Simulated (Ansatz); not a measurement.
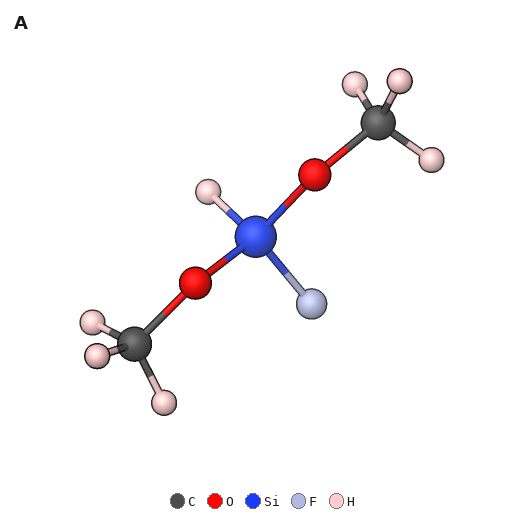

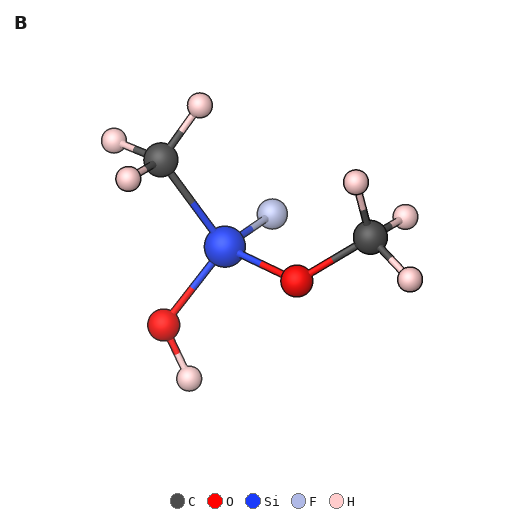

2 stationary structures of one formula. Geometries: PBE0-D4/def2-TZVP. Electronic energies: CCSD(T)/CBS (MP2 limit from def2-TZVPP and def2-QZVPP plus CCSD(T) − MP2) (Ansatz 0.2.0), without zero-point energy. No frequency run is at hand to confirm each as a minimum. Each is one conformer, not always the lowest.

Which structure is the most stable?

B is lowest; A lies 1.207 eV above it. A is `CO[SiH](F)OC`, B is `CO[Si@](C)(O)F`.
